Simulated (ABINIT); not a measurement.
# CdS (Greenockite): G0W0 with ABINIT, start to end

How does a plane-wave GW calculation on CdS (Greenockite) run from the first input to the gap?

Program: ABINIT 10.8.3. Level of theory: PBE and many-body steps on it, plane waves. Results are calculated unless marked as measured.

**Experimental background.**

- Gap 2.44 eV: direct optical gap from Tauc plot of (alpha h nu)^2; UV-Vis diffuse reflectance, Tauc plot; powder (hydrothermally grown snowflake-like CdS powder, without cocatalyst) (“Electric double layer-mediated polarization field for optimizing photogenerated carrier dynamics and thermodynamics”, 2023, pmc:10275871).

- Gap 2.5809 ± 0.0002 eV: A gap, Gamma7c-Gamma9v, natural isotopic composition; exciton reflectance; bulk crystal (natural CdS) (quoted in “Isotope dependence of band-gap energy”, 2008, arxiv:0807.2152).

- Gap 2.5963 ± 0.0002 eV: B gap, Gamma7c-Gamma7v, natural isotopic composition; exciton reflectance; bulk crystal (natural CdS) (quoted in “Isotope dependence of band-gap energy”, 2008, arxiv:0807.2152).

## Step 1: Set-up

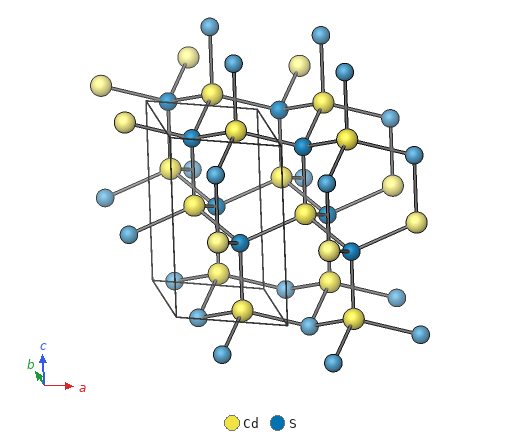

The cell as given, slightly off an axis (cadmium yellow, sulfur blue). 2×2×1 cells are drawn. Some periodic images of atoms are drawn too.

Coordinates:

```cif
data_structure
_symmetry_space_group_name_H-M 'P6_3mc'
_symmetry_Int_Tables_number 186
_cell_length_a 4.1370
_cell_length_b 4.1370
_cell_length_c 6.7144
_cell_angle_alpha 90.000
_cell_angle_beta 90.000
_cell_angle_gamma 120.000
_cell_volume 99.52
loop_
_atom_site_label
_atom_site_type_symbol
_atom_site_symmetry_multiplicity
_atom_site_Wyckoff_symbol
_atom_site_fract_x
_atom_site_fract_y
_atom_site_fract_z
_atom_site_occupancy
Cd1 Cd 2 b 0.66667 0.33333 0.00000 1
S1 S 2 b 0.66667 0.33333 0.37500 1
```

The cell and positions come from the Crystallography Open Database and are kept as given unless a step says otherwise.

## Step 2: Ground state

This step: ABINIT 10.8.3; DFT, PBE with spin-orbit coupling, plane waves, norm-conserving pseudopotentials.

The ground-state density comes first.

Contents of run.abi:

```
acell 3*1.0 Angstrom
rprim 
  4.137000000025 -0.000000000006 0.000000000000
  -2.068500000008 3.582747095481 0.000000000000
  0.000000000000 0.000000000000 6.714400000000
ntypat 2
znucl 48 16
natom 4
typat 1 1 2 2
xred 
  0.666666666667 0.333333333333 0.000000000000
  0.333333333333 0.666666666667 0.500000000000
  0.666666666667 0.333333333333 0.375000000000
  0.333333333333 0.666666666667 0.875000000000
pp_dirpath "pseudos"
pseudos "Cd.upf, S.upf"
ecut 47
nspinor 2
ngkpt 3 3 4
nshiftk 1
shiftk 0 0 0
kptopt 1
chksymbreak 0
nband 64
occopt 1
tolvrs 1e-08
nstep 60
prtwf 0
optforces 0
optstress 0
indata_prefix "in"
outdata_prefix "out"
tmpdata_prefix "tmp"
```

Launch:

```sh
$ OMP_NUM_THREADS=1 mpirun -n 9 abinit run.abi > log
```

Numbers of over 12 decimals in the logs are rounded to 6 here.

Log:

```text
.Version 10.8.3 of ABINIT. v10.8.2 released Aug 2026.

 Symmetries : space group P6_3 m c (#186); Bravais hP (primitive hexag.)
================================================================================
 Values of the parameters that define the memory need of the present run
     intxc =       0    ionmov =       0      iscf =       7    lmnmax =      18
     lnmax =      18     mgfft =      80  mpssoang =       5    mqgrid =    3916
     natom =       4  nloc_mem =       1    nspden =       1   nspinor =       2
    nsppol =       1      nsym =      12    n1xccc =    2501    ntypat =       2
    occopt =       1   xclevel =       2
-    mband =          64        mffmem =           1         mkmem =           1
       mpw =       10374          nfft =      200000          nkpt =           9
================================================================================
  Rough estimation (10% accuracy) of disk space for files :
================================================================================

--------------------------------------------------------------------------------
------------- Echo of variables that govern the present computation ------------
--------------------------------------------------------------------------------
 -outvars: echo values of preprocessed input variables --------
            acell      1.8897261259E+00  1.8897261259E+00  1.8897261259E+00 Bohr

      chksymbreak           0
             ecut      4.70000000E+01 Hartree
-          fftalg         312

              ixc     -101130
              kpt      0.00000000E+00  0.00000000E+00  0.00000000E+00
                       3.33333333E-01  0.00000000E+00  0.00000000E+00
                       3.33333333E-01  3.33333333E-01  0.00000000E+00
                       0.00000000E+00  0.00000000E+00  2.50000000E-01
                       3.33333333E-01  0.00000000E+00  2.50000000E-01
                       3.33333333E-01  3.33333333E-01  2.50000000E-01
                       0.00000000E+00  0.00000000E+00  5.00000000E-01
                       3.33333333E-01  0.00000000E+00  5.00000000E-01
                       3.33333333E-01  3.33333333E-01  5.00000000E-01
         kptrlatt        3    0    0      0    3    0      0    0    4
          kptrlen      2.34533909E+01
P           mkmem           1
            natom           4
            nband          64
            ngfft          50      50      80
             nkpt           9
          nspinor           2
            nstep          60
             nsym          12
           ntypat           2
              occ      1.000000  1.000000  1.000000  1.000000  1.000000  1.000000
                       1.000000  1.000000  1.000000  1.000000  1.000000  1.000000
                       1.000000  1.000000  1.000000  1.000000  1.000000  1.000000
                       1.000000  1.000000  1.000000  1.000000  1.000000  1.000000
                       1.000000  1.000000  1.000000  1.000000  1.000000  1.000000
                       1.000000  1.000000  1.000000  1.000000  1.000000  1.000000
                       1.000000  1.000000  1.000000  1.000000  1.000000  1.000000
                       1.000000  1.000000  1.000000  1.000000  1.000000  1.000000
                       1.000000  1.000000  1.000000  1.000000  0.000000  0.000000
                       0.000000  0.000000  0.000000  0.000000  0.000000  0.000000
                       0.000000  0.000000  0.000000  0.000000
        optforces           0
        optstress           0
            prtwf           0
            rprim      4.1370000000E+00 -6.0000000000E-12  0.0000000000E+00
                      -2.0685000000E+00  3.5827470955E+00  0.0000000000E+00
                       0.0000000000E+00  0.0000000000E+00  6.7144000000E+00
          spgroup         186

           tolvrs      1.00000000E-08

             xred      6.6666666667E-01  3.3333333333E-01  0.0000000000E+00
[...]
znucl       48.00000   16.00000

================================================================================

 chkinp: Checking input parameters for consistency.

================================================================================
== DATASET  1 ==================================================================
-   mpi_nproc: 9, omp_nthreads: 1 (-1 if OMP is not activated)

--- !DatasetInfo
iteration_state: {dtset: 1, }
dimensions: {natom: 4, nkpt: 9, mband: 64, nsppol: 1, nspinor: 2, nspden: 1, mpw: 10374, }
cutoff_energies: {ecut:  47.0, pawecutdg:  -1.0, }
electrons: {nelect:   5.20000000E+01, charge:   0.00000000E+00, occopt:   1.00000000E+00, tsmear:   1.00000000E-02, }

 Real(R)+Recip(G) space primitive vectors, cartesian coordinates (Bohr,Bohr^-1):
 R(1)=  7.8177970  0.0000000  0.0000000  G(1)=  0.1279133  0.0738508  0.0000000
 R(2)= -3.9088985  6.7704108  0.0000000  G(2)=  0.0000000  0.1477015  0.0000000
 R(3)=  0.0000000  0.0000000 12.6883771  G(3)=  0.0000000  0.0000000  0.0788123
 Unit cell volume ucvol=  6.7159196E+02 bohr^3
 Angles (23,13,12)=  9.00000000E+01  9.00000000E+01  1.20000000E+02 degrees

 getcut: wavevector=  0.0000  0.0000  0.0000  ngfft=  50  50  80
         ecut(hartree)=     47.000   => boxcut(ratio)=   2.04301

--- Pseudopotential description ------------------------------------------------
- Cd Generated using ONCVPSP code by D. R. Hamann
[...]
2    1.541456   -0.655918    0.017961   -0.000027
  spin-orbit 1   -3.801853    0.411142    0.019680   -0.001553
  spin-orbit 2   -1.207204    0.051413    0.008713   -0.000403
 pspatm: atomic psp has been read  and splines computed

- S Generated using ONCVPSP code by D. R. Hamann
- 16.00000   6.00000  180416                  znucl, zion, pspdat
12 -101130 2 -1 1146                          pspcod,pspxc,lmax,lloc,mmax
     nproj     2     3     2     0
     spin-orbit psp
        nprojso     3     3     0
  pspatm : epsatm=    9.02154350
         --- l  ekb(1:nproj) -->
[...]
1    3.228904    0.888476    0.000329
[...]
spin-orbit 1    0.096764   -0.027776    0.009511
  spin-orbit 2    0.001615    0.000361   -0.000189
 pspatm: atomic psp has been read  and splines computed

   3.34958682E+03                                ecore*ucvol(ha*bohr**3)
--------------------------------------------------------------------------------

_setup2: Arith. and geom. avg. npw (full set) are   10335.861   10335.834

================================================================================

--- !BeginCycle
iteration_state: {dtset: 1, }
solver: {iscf: 7, nstep: 60, nline: 4, wfoptalg: 0, }
tolerances: {tolvrs: 1.00E-08, }

     iter   Etot(hartree)      deltaE(h)  residm     vres2
 ETOT  1  -367.62826840879    -3.676E+02 1.892E+00 1.254E+04
 ETOT  2  -370.09209602160    -2.464E+00 4.708E-02 2.030E+04
 ETOT  3  -372.45736724659    -2.365E+00 3.345E-02 2.635E+03
 ETOT  4  -372.66602459447    -2.087E-01 6.297E-02 9.293E+02
 ETOT  5  -372.76177582163    -9.575E-02 9.920E-03 1.127E+02
 ETOT  6  -372.77534102877    -1.357E-02 8.164E-03 8.477E-01
 ETOT  7  -372.77527340376     6.763E-05 2.167E-03 1.879E+00
 ETOT  8  -372.77551312074    -2.397E-04 2.681E-03 3.460E-02
 ETOT  9  -372.77551446940    -1.349E-06 2.993E-03 2.568E-02
 ETOT 10  -372.77551789140    -3.422E-06 2.068E-03 2.817E-05
 ETOT 11  -372.77551789857    -7.167E-09 1.072E-03 4.569E-07
 ETOT 12  -372.77551789871    -1.406E-10 1.389E-03 4.033E-08
 ETOT 13  -372.77551789872    -5.343E-12 4.548E-04 3.201E-09

 At SCF step   13       vres2   =  3.20E-09 < tolvrs=  1.00E-08 =>converged.

--- !ResultsGS
iteration_state: {dtset: 1, }
comment   : Summary of ground state results
lattice_vectors:
- [  7.8177970,  -0.0000000,   0.0000000, ]
- [ -3.9088985,   6.7704108,   0.0000000, ]
- [  0.0000000,   0.0000000,  12.6883771, ]
lattice_lengths: [   7.81780,    7.81780,   12.68838, ]
lattice_angles: [ 90.000,  90.000, 120.000, ] # degrees, (23, 13, 12)
lattice_volume:   6.7159196E+02
convergence: {deltae: -5.343E-12, res2:  3.201E-09, residm:  4.548E-04, diffor:  0.000E+00, }
etotal    :  -3.72775518E+02
entropy   :   0.00000000E+00
fermie    :   1.61280550E-01
cartesian_stress_tensor: null
pressure_GPa: null
xred      :
- [  6.6667E-01,   3.3333E-01,   0.0000E+00, Cd]
- [  3.3333E-01,   6.6667E-01,   5.0000E-01, Cd]
- [  6.6667E-01,   3.3333E-01,   3.7500E-01,  S]
- [  3.3333E-01,   6.6667E-01,   8.7500E-01,  S]
cartesian_forces: null
force_length_stats: {min: null, max: null, mean: null, }

 Integrated electronic density in atomic spheres:
 ------------------------------------------------
 Atom  Sphere_radius  Integrated_density
[...]
4        2.00000          3.92103057
================================================================================

 ----iterations are completed or convergence reached----

 Mean square residual over all n,k,spin=   31.828E-07; max=  45.478E-05
 reduced coordinates (array xred) for    4 atoms
       0.666666666667      0.333333333333      0.000000000000
       0.333333333333      0.666666666667      0.500000000000
       0.666666666667      0.333333333333      0.375000000000
       0.333333333333      0.666666666667      0.875000000000
 rms dE/dt=  0.0000E+00; max dE/dt=  0.0000E+00; dE/dt below (all hartree)
    1       0.000000000000      0.000000000000      0.000000000000
    2       0.000000000000      0.000000000000      0.000000000000
    3       0.000000000000      0.000000000000      0.000000000000
    4       0.000000000000      0.000000000000      0.000000000000

 cartesian coordinates (angstrom) at end:
    1      2.068500     1.194249     0.000000
    2      3e-12     2.388498     3.357200
    3      2.068500     1.194249     2.517900
    4      3e-12     2.388498     5.875100
 length scales=  1.889726125908  1.889726125908  1.889726125908 bohr
              =  1.000000000000  1.000000000000  1.000000000000 angstroms
 prteigrs : about to open file out_EIG
 Fermi (or HOMO) energy (hartree) =   0.16128   Average Vxc (hartree)=  -0.34265
 Eigenvalues (hartree) for nkpt=   9  k points:
 kpt#   1, nband= 64, wtk=  0.02778, kpt=  0.0000  0.0000  0.0000 (reduced coord)
  -3.56260   -3.56260   -3.56260   -3.56260   -2.28050   -2.28050   -2.28050   -2.28050
  -2.06680   -2.06680   -2.06678   -2.06678   -2.06671   -2.06671   -2.06670   -2.06670
  -0.29316   -0.29316   -0.27715   -0.27715   -0.13297   -0.13297   -0.13280   -0.13280
  -0.13068   -0.13068   -0.11777   -0.11777   -0.11426   -0.11426   -0.10807   -0.10807
  -0.10286   -0.10286   -0.10248   -0.10248   -0.09683   -0.09683   -0.08576   -0.08576
  -0.00113   -0.00113    0.13154    0.13154    0.13307    0.13307    0.15844    0.15844
   0.16062    0.16062    0.16128    0.16128    0.20475    0.20475    0.26266    0.26266
   0.38921    0.38921    0.40189    0.40189    0.41159    0.41159    0.43322    0.43385
 prteigrs : prtvol=0 or 1, do not print more k-points.

--- !EnergyTerms
iteration_state     : {dtset: 1, }
comment             : Components of total free energy in Hartree
kinetic             :  1.30763507197417E+02
hartree             :  1.30596335722616E+02
xc                  : -5.48567594983856E+01
Ewald energy        : -1.98435159911346E+02
psp_core            :  4.98753266947281E+00
local_psp           : -3.97325737885141E+02
non_local_psp       :  1.14947638066492E+01
total_energy        : -3.72775517898717E+02
total_energy_eV     : -1.01437386005876E+04
band_energy         : -4.21787799642837E+01

== END DATASET(S) ==============================================================
================================================================================

 -outvars: echo values of variables after computation  --------
           etotal     -3.7277551790E+02
            nband          64
             nkpt           9
          spgroup         186
 [... the other variables as echoed above ...]

 Calculation completed.
```

It took 1.9 min on 9 MPI ranks of Arm Neoverse V1, shared host; peak memory 1.3 GiB.

This step gave:

```yaml
total_energy: -10143.7386 eV
gap: 1.183 eV
k_of_the_valence_top: 0, 0, 0
k_of_the_conduction_bottom: 0, 0, 0
least_direct_gap: 1.183 eV
```

The gap is direct, at Γ.

[end of part 1 of 3]

[Paths, hosts, dates, memory and timing lines, banners, echoed tables and standing remarks are left out of the program output.]

[Logs are printed without paths, hosts, clocks, repeated set-up lines and the standing remarks that a program may print on its own settings, such as how far it seeks lower states.]

[Runs of the session that timed out or met a known fault of the program may be left out.]

[Hosts, paths, dates, database ids (printed as entryN), source tags and the programs' standing remarks are cut or masked in the printed files.]

[G0W0 gaps are taken among the corrected bands and points alone; a level outside them can change the order at an edge.]

[Where Ansatz stands beside ABINIT at settings called matched, ABINIT's density can come from a denser mesh and the files from another edition; pairs whose starting gaps differed by over 0.03 eV were left out, so agreement reads better than it is.]
